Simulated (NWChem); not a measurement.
**AgCl (silver chloride) at SVWN5/def2-TZVP (core potential)**

Aim: the electronic atomisation energy of AgCl (silver chloride) at SVWN5/def2-TZVP (core potential), from 3 runs. 

Program for the calculation: NWChem 7.3.0.

### 1 Starting point

The species is AgCl (2 atoms), meant as a singlet with charge 0. SMILES: `[Cl][Ag]`. Geometry: relaxed at PBE0-D4/def2-TZVP.

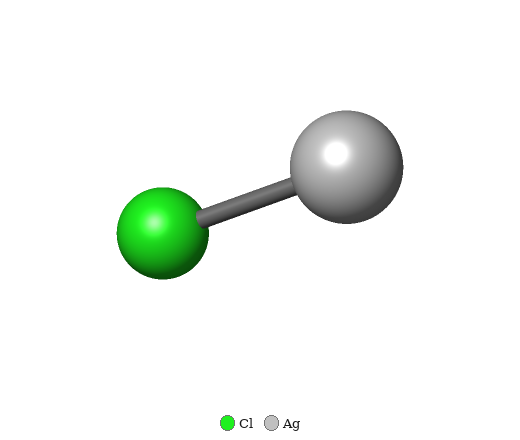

Viewed from a chosen angle; chlorine green, silver light grey.

### 2 A single-point energy at SVWN5/def2-TZVP (core potential)

Input file agcl.nw:

```
start agcl
title "AgCl SVWN5"
memory stack 880 mb heap 220 mb global 1100 mb
charge 0

geometry units au noautosym nocenter noautoz
   Cl  1.86629352 -0.71337161  0.92785553
   Ag -1.81054660  0.59979907 -0.92029662
end

basis "ao basis" spherical bse
   * library def2-TZVP
end

ecp bse
   Ag library def2-TZVP
end

dft
   xc slater vwn_5
   grid fine
   convergence energy 1e-08
   iterations 100
   mulliken
   print low
end

task dft
```

Run with:

```
$ nwchem agcl.nw > agcl.out
```

Log:

```text
[...]
 d= 0,ls=0.0,diis     1   -605.3967232744 -6.80D+02  1.92D-02  1.73D+00     0.8
[...]
 d= 0,ls=0.0,diis    12   -605.4961896497 -3.56D-10  7.35D-08  7.44D-11     6.4
         Total DFT energy =     -605.496189649721
      One electron energy =    -1045.668675732883
           Coulomb energy =      405.988910206268
    Exchange-Corr. energy =      -40.591279780270
 Nuclear repulsion energy =       74.774855657164
[...]
      Total Density - Mulliken Population Analysis
     ---------------------------------------------
    Atom       Charge   Shell Charges
 -----------   ------   -------------------------------------------------------
    1 Cl  17    17.38   2.01  0.42  1.53  1.15  0.84  4.18  1.67  1.15  2.68  1.70  0.01  0.02  0.00
    2 Ag  19    18.62   0.03 -0.42  1.67  0.72  0.50  0.03  5.25  0.75  0.12  0.05  5.69  3.24  0.99  0.00
[...]
```

Run time: 6.9 s. Hardware: 1 thread of Intel Xeon 6975P-C (Granite Rapids), shared host; peak memory 0.11 GiB.

### 3 The Ag atom, same level

Input file test.nw:

```
start test
title "Ag"
memory stack 880 mb heap 220 mb global 1100 mb
geometry units bohr noautosym nocenter noautoz
 Ag   0.00000000   0.00000000   0.00000000
end
basis spherical bse
 * library def2-TZVP
end
ecp bse
 Ag library def2-TZVP
end
dft
 xc slater vwn_5
 mult 2
 grid fine
 convergence energy 1e-08
 maxiter 100
 mulliken
 print low
end
task dft energy
```

Run the same way, it converges to -146.70988 Eh (log not shown).

### 4 The Cl atom

Input file calc.nw:

```
start calc
title "Cl SVWN5"
memory total 2200 mb

geometry noautosym nocenter noautoz
  Cl     0.000000     0.000000     0.000000
end

basis spherical bse
  * library def2-TZVP
end

dft
  xc slater vwn_5
  mult 2
  grid fine
  convergence energy 1e-08
  iterations 100
  mulliken
  noprint "final vectors analysis"
end

task dft energy
```

Run the same way, it converges to -458.64987 Eh (log not shown).

### 5 Outcome

Level: SVWN5/def2-TZVP (core potential).

| quantity | value |
| --- | --- |
| molecule: total energy | -605.49619 Eh |
| Ag atom: total energy | -146.70988 Eh |
| Ag atom: ⟨S²⟩ | 0.751 |
| Cl atom: total energy | -458.64987 Eh |
| Cl atom: ⟨S²⟩ | 0.751 |
| electronic atomisation energy | 3.713 eV |

In words: Taking the molecule apart into free atoms costs 3.71 eV (358 kJ/mol), before zero-point energy and without spin-orbit coupling.
